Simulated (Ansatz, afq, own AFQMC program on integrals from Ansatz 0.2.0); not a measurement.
# NH3 (singlet): AFQMC on the coupled-cluster ladder, 6-31G, part 2 of 2

Ansatz 0.2.0, Gaussian basis, and an in-house AFQMC program (afq) on its integrals; all values are calculated; 6-31G, frozen cores. The steps go on from the part before.

## (10) CCSDT(Q) on RHF

Input file in.yaml:

```yaml
crystal:
  periodic: [false, false, false]
  atoms:
    - {symbol: N, position_ang: [0.000346, -0.000071, -0.066679]}
    - {symbol: H, position_ang: [0.938533, 0.012953, 0.313733]}
    - {symbol: H, position_ang: [-0.482601, 0.808210, 0.305505]}
    - {symbol: H, position_ang: [-0.460745, -0.820176, 0.307354]}
basis:
  gaussian: {orbitals: 6-31G}
magnetization: {spin_polarized: false}
correlation: {method: ccsdt_q, electrons: outside_noble_gas}
```

Command:

```sh
> ansatz run in.yaml --threads 1 --pin off --events-out ev --progress --plain --max-ram 1843MiB
```

Output, shortened:

```text
Functional definition: HF
  name "HF"
  cite "Fock, Z. Phys. 61, 126 (1930) doi:10.1007/BF01340294"
  parent pbe
[...]
345 factors; integrals over basis functions are off by at most 2.0e-8 eV
[...]
mean field -1528.22880162 eV, -56.1613725890 hartree, gradient 1.5e-6 eV, S^2 0.000000; 0 other end points of the search recorded, 0 dependent functions left out
1 core orbitals not correlated: weight in the atoms' cores, before any rotation towards them, 1.000 or more for the frozen orbitals, at most 0.000 for the correlated occupied ones
reference -1528.22880162 eV, -56.1613725890 hartree; 4, 4 occupied and 10, 10 virtual orbitals, 345 factors
second order -3.15055283 eV of doubles, -0.00000000 eV of singles
cycle   1  -3.36348187 eV  change   -2.1e-1 eV  update   3.9e-2
[...]
cycle  11  -3.54160588 eV  change    2.5e-8 eV  update   2.4e-7
perturbative correction -0.00808380 eV, -0.0002970741 hartree
Total energy: -1531.77849130 eV, -56.2918212785 hartree
```

Run time: 0.51 s. Hardware: 1 thread of Intel Xeon Platinum 8488C, shared host.

From the report: correlation -3.5497 eV; T1 0.006; largest double amplitude 0.06.

## (11) CCSDTQ on RHF

Changes to in.yaml since step 10:

```diff
@@ -10,2 +10,2 @@
 magnetization: {spin_polarized: false}
-correlation: {method: ccsdt_q, electrons: outside_noble_gas}
+correlation: {method: ccsdtq, electrons: outside_noble_gas}
```

Launched as before.

Output, shortened:

```text
Functional definition: HF
  name "HF"
  cite "Fock, Z. Phys. 61, 126 (1930) doi:10.1007/BF01340294"
  parent pbe
[...]
345 factors; integrals over basis functions are off by at most 2.0e-8 eV
[...]
mean field -1528.22880162 eV, -56.1613725890 hartree, gradient 1.5e-6 eV, S^2 0.000000; 0 other end points of the search recorded, 0 dependent functions left out
1 core orbitals not correlated: weight in the atoms' cores, before any rotation towards them, 1.000 or more for the frozen orbitals, at most 0.000 for the correlated occupied ones
reference -1528.22880162 eV, -56.1613725890 hartree; 4, 4 occupied and 10, 10 virtual orbitals, 345 factors
second order -3.15055283 eV of doubles, -0.00000000 eV of singles
cycle   1  -3.36348175 eV  change   -2.1e-1 eV  update   3.9e-2
[...]
cycle  11  -3.54933984 eV  change    2.2e-7 eV  update   4.2e-7
Total energy: -1531.77814147 eV, -56.2918084224 hartree
```

It took 2.7 s on 1 thread of Intel Xeon Platinum 8488C, shared host.

From the report: correlation -3.5493 eV; T1 0.006; largest double amplitude 0.06.

## (12) Phaseless AFQMC, CISD trial on RHF

It reads the integrals that the CCSD(T) run on this determinant wrote.

Command:

```sh
> afq ham --method phaseless --trial cisd --walkers 200 --populations 1 --least-time 40 --time-step 0.005 --steps-per-block 50 --equilibration-blocks 28 --max-blocks 300 --target-error 0.00034 --factor-cut 1e-05 --seed 3630 --release-times 0.24,0.5,1,1.5 --release-step 0.02 --release-every 4 --taylor-order 6
```

Output:

```text
orbitals 14  electrons 4 4  factors 88 of 228
reference energy -56.16137449 Eh
CCSD correlation -0.12860188 Eh in 9 cycles, weight of the determinant in the CISD state 0.9512
energy of the start -56.289976 Eh
 block  time / (1/Eh)  mean weight  energy / Eh
     1     0.250  0.9988  -56.288987
     2     0.500  1.0001  -56.289845
     3     0.750  0.9991  -56.290230
     4     1.000  1.0003  -56.290327
     5     1.250  0.9999  -56.290832
     6     1.500  0.9995  -56.292562
     7     1.750  1.0006  -56.290848
     8     2.000  0.9990  -56.290933
     9     2.250  1.0002  -56.291233
    10     2.500  1.0000  -56.292109
    13     3.250  1.0010  -56.293421
    17     4.250  0.9995  -56.290906
    21     5.250  1.0004  -56.292289
    25     6.250  1.0002  -56.292664
    29     7.250  1.0001  -56.292968
    33     8.250  1.0002  -56.292461
    37     9.250  0.9997  -56.292276
    41    10.250  1.0001  -56.289615
    45    11.250  0.9992  -56.292691
    49    12.250  0.9999  -56.290567
    53    13.250  1.0003  -56.291158
    57    14.250  1.0002  -56.293433
    61    15.250  0.9993  -56.291585
    65    16.250  0.9990  -56.290498
    69    17.250  0.9998  -56.294680
    73    18.250  0.9999  -56.292294
    77    19.250  1.0000  -56.292692
    81    20.250  0.9997  -56.293356
    85    21.250  0.9996  -56.291780
    89    22.250  1.0001  -56.290758
    93    23.250  0.9997  -56.292955
    97    24.250  0.9993  -56.290695
   101    25.250  1.0002  -56.292158
   105    26.250  1.0001  -56.292008
   109    27.250  0.9995  -56.291289
   113    28.250  0.9995  -56.293015
   117    29.250  1.0002  -56.291705
   121    30.250  1.0006  -56.292616
   125    31.250  1.0006  -56.290799
   129    32.250  1.0006  -56.291619
   133    33.250  1.0014  -56.292575
   137    34.250  0.9999  -56.292151
   141    35.250  0.9994  -56.292168
   145    36.250  0.9999  -56.295049
   149    37.250  0.9992  -56.294149
   153    38.250  1.0004  -56.291228
   157    39.250  0.9994  -56.291296
   161    40.250  1.0001  -56.290061
   165    41.250  0.9999  -56.294269
   169    42.250  0.9999  -56.293126
   173    43.250  0.9990  -56.293236
   177    44.250  0.9999  -56.290948
   181    45.250  1.0012  -56.291827
   185    46.250  1.0000  -56.290225
blocks merged  error / Eh  count
     1  0.000103  160
     2  0.000115  80
     4  0.000137  40
     8  0.000133  20
    16  0.000097  10
released: time / (1/Eh)  energy / Eh  error  mean overlap
  0.24  -56.292129  0.000162  0.9966
  0.50  -56.291792  0.000120  1.0018
  1.00  -56.291857  0.000129  0.9972
  1.50  -56.291835  0.000102  0.9944
energy -56.291798 +/- 0.000137 Eh
```

Wall time 65 s (1 thread of Intel Xeon Platinum 8488C, shared host).

Energy -1531.7779 ± 0.0037 eV. Caveats: constraint bias not in the error.

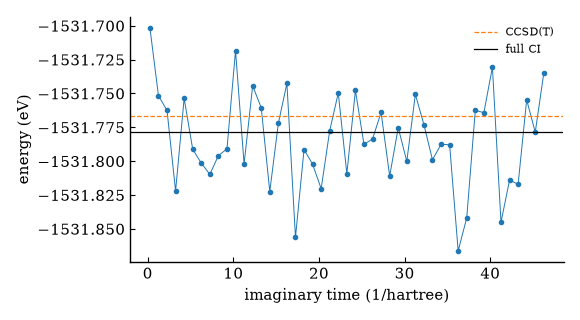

Block energies along the walk.

## (13) Phaseless AFQMC, single-determinant trial on RHF

It reads the integrals that the CCSD(T) run on this determinant wrote.

Command:

```sh
> afq ham --method phaseless --trial hf --walkers 400 --populations 1 --least-time 40 --time-step 0.005 --steps-per-block 20 --equilibration-blocks 112 --max-blocks 600 --target-error 0.00102 --factor-cut 1e-05 --seed 5170 --taylor-order 6
```

Output:

```text
orbitals 14  electrons 4 4  factors 88 of 228
reference energy -56.16137449 Eh
CCSD correlation -0.12860188 Eh in 9 cycles, weight of the determinant in the CISD state 0.9512
energy of the start -56.161374 Eh
 block  time / (1/Eh)  mean weight  energy / Eh
     1     0.100  1.0005  -56.194887
     2     0.200  1.0009  -56.217758
     3     0.300  1.0013  -56.233121
     4     0.400  1.0008  -56.244247
     5     0.500  1.0009  -56.252759
     6     0.600  1.0001  -56.260966
     7     0.700  1.0003  -56.262407
     8     0.800  1.0006  -56.264160
     9     0.900  1.0000  -56.270128
    10     1.000  1.0011  -56.285744
    15     1.500  0.9997  -56.276300
    29     2.900  0.9994  -56.288365
    43     4.300  0.9994  -56.272458
    57     5.700  1.0005  -56.307589
    71     7.100  1.0004  -56.296578
    85     8.500  0.9995  -56.311289
    99     9.900  0.9997  -56.281365
   113    11.300  0.9998  -56.301708
   127    12.700  0.9999  -56.290139
   141    14.100  1.0009  -56.287021
   155    15.500  1.0007  -56.295591
   169    16.900  0.9996  -56.287342
   183    18.300  1.0002  -56.283860
   197    19.700  0.9989  -56.281473
   211    21.100  1.0003  -56.288436
   225    22.500  0.9997  -56.291960
   239    23.900  0.9999  -56.290117
   253    25.300  0.9996  -56.284746
   267    26.700  1.0000  -56.289276
   281    28.100  1.0005  -56.301682
   295    29.500  0.9995  -56.286091
   309    30.900  0.9999  -56.275374
   323    32.300  0.9999  -56.292858
   337    33.700  1.0013  -56.332601
   351    35.100  1.0005  -56.288603
   365    36.500  0.9994  -56.309713
   379    37.900  0.9992  -56.302688
   393    39.300  1.0002  -56.291193
   407    40.700  1.0004  -56.280955
   421    42.100  0.9994  -56.291749
   435    43.500  0.9999  -56.281497
   449    44.900  1.0002  -56.301476
   463    46.300  0.9995  -56.277200
   477    47.700  0.9998  -56.285396
   491    49.100  1.0005  -56.297099
   505    50.500  1.0005  -56.285436
   519    51.900  0.9996  -56.292115
   533    53.300  1.0003  -56.303910
   547    54.700  0.9996  -56.280159
   561    56.100  1.0001  -56.299757
blocks merged  error / Eh  count
     1  0.000511  450
     2  0.000656  225
     4  0.000844  112
     8  0.000948  56
    16  0.000920  28
    32  0.000766  14
energy -56.292562 +/- 0.000948 Eh
```

It took 79 s on 1 thread of Intel Xeon Platinum 8488C, shared host.

Energy -1531.7986 ± 0.0258 eV. Caveats: constraint bias not in the error.

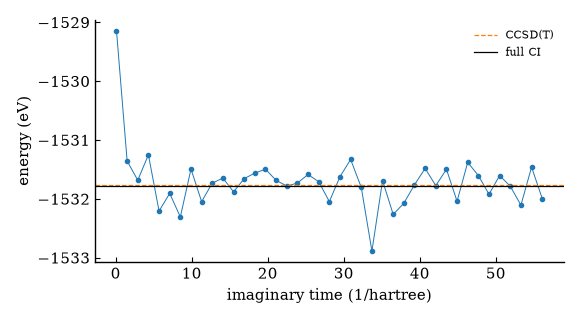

Block energies along the walk.

## (14) Free-projection AFQMC, CISD trial on RHF

It reads the integrals that the CCSD(T) run on this determinant wrote.

Command:

```sh
> afq ham --method free --trial cisd --walkers 200 --time-step 0.03 --max-blocks 80 --target-error 0.00034 --factor-cut 1e-05 --seed 2810 --times 0,0.3,0.6,1.2,1.8,2.4,3.6,4.8,6 --taylor-order 8
```

Output:

```text
orbitals 14  electrons 4 4  factors 88 of 228
reference energy -56.16137449 Eh
CCSD correlation -0.12860188 Eh in 9 cycles, weight of the determinant in the CISD state 0.9512
repeat  energy at the last time / Eh  error
    10  -56.291622  0.000446
    20  -56.291787  0.000258
    30  -56.291784  0.000201
time / (1/Eh)  energy / Eh  error  mean overlap
  0.00  -56.289766  0.000154  1.0509
  0.30  -56.291137  0.000147  1.0527
  0.60  -56.291635  0.000128  1.0541
  1.20  -56.291906  0.000173  1.0489
  1.80  -56.291846  0.000133  1.0528
  2.40  -56.291815  0.000140  1.0448
  3.60  -56.291713  0.000143  1.0554
  4.80  -56.291539  0.000169  1.0660
  6.00  -56.291744  0.000199  1.0700
energy -56.291744 +/- 0.000199 Eh
```

It took 26 s on 1 thread of Intel Xeon Platinum 8488C, shared host.

Energy -1531.7764 ± 0.0054 eV. Caveats: remainder of the start not in the error.

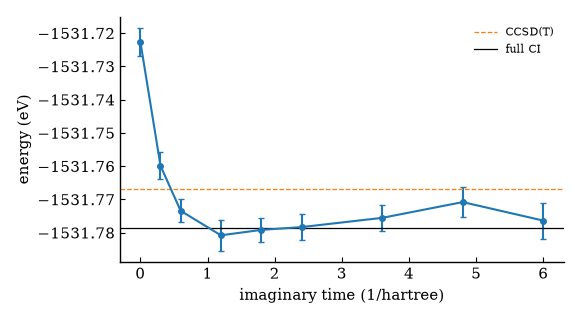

Energy against projection time, with error bars.

## (15) UHF

Changes to in.yaml since step 11:

```diff
@@ -9,3 +9,4 @@
   gaussian: {orbitals: 6-31G}
-magnetization: {spin_polarized: false}
-correlation: {method: ccsdtq, electrons: outside_noble_gas}
+magnetization: {spin_polarized: true, initial_magnetization: 0}
+hamiltonian: {xc: hf}
+output: {orbitals: {seedname: orbitals}}
```

Command:

```sh
> ansatz run in.yaml --threads 1 --pin off --events-out ev --progress --plain --max-ram 1843MiB
```

Output:

```text
Functional definition: HF
  name "HF"
  cite "Fock, Z. Phys. 61, 126 (1930) doi:10.1007/BF01340294"
  parent pbe
  exchange = exact_x
  correlation = 0
228 factors; integrals over basis functions are off by at most 2.9e-4 eV
mean field evaluation 1: about -1526.8363 eV, gradient 1.8e1 eV
mean field evaluation 2: about -1526.8335 eV, gradient 1.8e1 eV
mean field evaluation 4: about -1528.2233 eV, gradient 9.1e-1 eV
mean field evaluation 8: about -1528.2289 eV, gradient 4.4e-5 eV
mean field -1528.22885322 eV, -56.1613744852 hartree, gradient 2.6e-5 eV, S^2 0.000000; 0 other end points of the search recorded, 0 dependent functions left out
reference -1528.22885322 eV, -56.1613744852 hartree; 5, 5 occupied and 10, 10 virtual orbitals, 228 factors
Total energy: -1528.22885322 eV, -56.1613744852 hartree
```

It took 0.09 s on 1 thread of Intel Xeon Platinum 8488C, shared host.

From the report: ⟨S²⟩ of the determinant 0.000 (pure singlet: 0.00).

## (16) AFQMC on the ladder

On the RHF determinant, counted from full CI (exact for this spin and basis):

```csv
level,energy (eV),from full CI (kcal/mol),statistical error (kcal/mol),time
HF,-1528.2289,+81.86,,
MP2,-1531.3793,+9.21,,
CCSD,-1531.7283,+1.16,,
CCSD(T),-1531.7669,+0.27,,
CCSDT(Q),-1531.7785,0.00,,
CCSDTQ,-1531.7781,+0.01,,
full CI,-1531.7785,0.00,,
"Phaseless AFQMC, CISD trial, step 0.005, 200 walkers",-1531.7779,+0.02,0.09,65 s
"Phaseless AFQMC, single-determinant trial, step 0.005, 400 walkers",-1531.7986,-0.46,0.60,79 s
"Free-projection AFQMC, CISD trial, step 0.03, 200 walkers",-1531.7764,+0.05,0.12,26 s
```

The functionals' totals stand on their own zeros and serve differences with other points: PBE -1536.127 eV; r2SCAN -1537.160 eV; PBE0 -1536.298 eV; B3LYP -1538.235 eV; wB97M-V -1537.231 eV; B2PLYP -1535.827 eV.

## (17) Outcome

The summary covers parts 1 to 2.

```
                                                     quantity                  value
                                  CCSD(T) on RHF from full CI         +0.27 kcal/mol
              Phaseless AFQMC, CISD trial on RHF from full CI  +0.02 ± 0.09 kcal/mol
Phaseless AFQMC, single-determinant trial on RHF from full CI  -0.46 ± 0.60 kcal/mol
        Free-projection AFQMC, CISD trial on RHF from full CI  +0.05 ± 0.12 kcal/mol
```

What this shows: On RHF the phaseless walk with the CISD trial lies +0.02 kcal/mol from full CI, within three error bars. Free projection has no constraint; at the last time it gives +0.05 ± 0.12 kcal/mol. Error bars are statistical and leave out the constraint, the time step and what remains of the start.
